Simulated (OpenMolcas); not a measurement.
**SnS (SMILES [S][Sn]) at B97-1/def2-TZVPP (core potential)**

Aim: the energy change on altering one bond length of SnS at B97-1/def2-TZVPP (core potential), from 2 runs. 

Program for the calculation: OpenMolcas 26.06.

### Step 1. Starting point

SnS: 2 atoms, total charge 0, spin state singlet. SMILES: `[S][Sn]`. The bond length is the measured one.

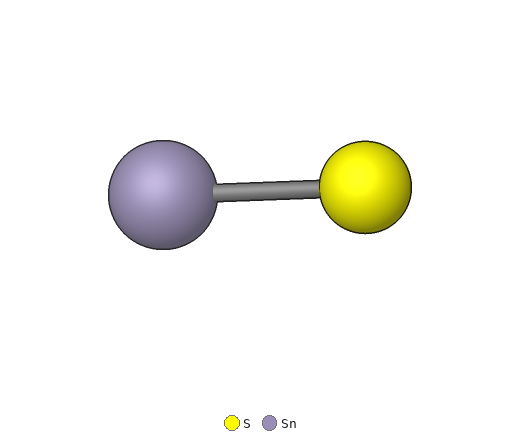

The structure, seen from a chosen angle (sulfur yellow, tin purple).

### Step 2. Energy and gradient at B97-1/def2-TZVPP (core potential)

job.inp reads:

```
&GATEWAY
  BasLib = $CurrDir
  Coord
  2
  angstrom
  S        0.000000       0.000000       0.000000
  Sn       0.000000       0.000000       2.209026
  Basis = def2-TZVPP
  Group = NoSym

&SEWARD

&SCF
  KSDFT = HYB_GGA_XC_B97_1
  PrOrbitals = 1 1

&ALASKA
```

The basis set def2-TZVPP is read from a file made from the Basis Set Exchange's data (not shown).

Started as:

```
$ export MOLCAS_MEM=1860
$ pymolcas job.inp > job.log
```

The log of the run (excerpt; [...] marks lines left out):

```text
--- Start Module: gateway ---
[...]
--- Stop Module: gateway /rc=_RC_ALL_IS_WELL_ ---
[...]
      Basis functions           92
[...]
--- Start Module: scf ---
[...]
       Convergence after  16 Iterations
[...]
::    Total KS-DFT energy                            -612.5016805279
[...]
      Total spin, S                                     0.0000000000
[...]
      Total electronic charge=   38.000000
      Total            charge=   -0.000000
[...]
      Dipole Moment (debye):
      Origin of the operator (angstrom)=    0.0000    0.0000    1.7440
                   X= -4.3497E-15               Y= -4.9019E-15               Z=  3.4273E+00           Total=  3.4273E+00
      Quadrupole Moment (debye*angstrom):
[...]
--- Stop Module: scf /rc=_RC_ALL_IS_WELL_ ---
[...]
--- Start Module: alaska ---
[...]
 *              Molecular gradients               *
 **************************************************
  Irreducible representation: a
 ------------------------------------------------------------------------------------------
                              X                       Y                       Z
 ------------------------------------------------------------------------------------------
  S1               -1.07860558995174E-15   -1.30520375960059E-15    4.83020047816751E-03
  SN2               1.08088241327320E-15    1.30433618527716E-15   -4.83020047813909E-03
 ------------------------------------------------------------------------------------------
--- Stop Module: alaska /rc=_RC_ALL_IS_WELL_ ---
[...]
```

Wall time 9 s (1 thread of Arm Neoverse V2, shared host); peak memory 0.51 GiB.

### Step 3. The distorted shape, same level

job.input reads:

```
&gateway
  baslib=$CurrDir
  coord
  2
  angstrom
  S        0.000000       0.000000      -0.220874
  Sn       0.000000       0.000000       2.209026
  basis=def2-TZVPP
  group=NoSym

&seward

&scf
  ksdft=HYB_GGA_XC_B97_1
  prorbitals=1 1

&alaska
```

The basis set def2-TZVPP is read from a file made from the Basis Set Exchange's data (not shown).

Started as:

```
$ export MOLCAS_MEM=1860
$ pymolcas job.input > job.log
```

The log of the run (excerpt; [...] marks lines left out):

```text
--- Start Module: gateway ---
[...]
--- Stop Module: gateway /rc=_RC_ALL_IS_WELL_ ---
[...]
      Basis functions           92
[...]
--- Start Module: scf ---
[...]
       Convergence after  15 Iterations
[...]
::    Total KS-DFT energy                            -612.4880125396
[...]
      Total spin, S                                     0.0000000000
[...]
      Total electronic charge=   38.000000
      Total            charge=   -0.000000
[...]
      Dipole Moment (debye):
      Origin of the operator (angstrom)=    0.0000    0.0000    1.6975
                   X=  1.5663E-15               Y=  1.1018E-15               Z=  4.4245E+00           Total=  4.4245E+00
      Quadrupole Moment (debye*angstrom):
[...]
--- Stop Module: scf /rc=_RC_ALL_IS_WELL_ ---
[...]
--- Start Module: alaska ---
[...]
 *              Molecular gradients               *
 **************************************************
  Irreducible representation: a
 ------------------------------------------------------------------------------------------
                              X                       Y                       Z
 ------------------------------------------------------------------------------------------
  S1               -1.70943847802215E-16   -5.08099177361724E-16   -6.01521808601575E-02
  SN2               1.71499924932087E-16    5.09183379534209E-16    6.01521808601504E-02
 ------------------------------------------------------------------------------------------
--- Stop Module: alaska /rc=_RC_ALL_IS_WELL_ ---
[...]
```

Run time: 8.7 s. Hardware: 1 thread of Arm Neoverse V2, shared host; peak memory 0.51 GiB.

### Step 4. Results

At B97-1/def2-TZVPP (core potential):

| quantity | value |
| --- | --- |
| first shape: total energy | -612.50168 Eh |
| first shape: dipole moment | 3.43 D |
| first shape: HOMO energy | -7.07 eV |
| first shape: LUMO energy | -2.53 eV |
| first shape: HOMO–LUMO gap | 4.54 eV |
| first shape: largest force on an atom | 0.248 eV/Å |
| distorted shape: total energy | -612.48801 Eh |
| distorted shape: dipole moment | 4.42 D |
| distorted shape: HOMO energy | -6.59 eV |
| distorted shape: LUMO energy | -2.94 eV |
| distorted shape: HOMO–LUMO gap | 3.64 eV |
| distorted shape: largest force on an atom | 3.093 eV/Å |
| energy change with the S1–Sn2 bond stretched from 2.209 to 2.430 Å | 0.372 eV |

**Reading.** With the S1–Sn2 bond stretched from 2.209 to 2.430 Å the energy rises by 0.37 eV (8.6 kcal/mol). The first shape isn't relaxed at this level, so the change isn't measured from a minimum.
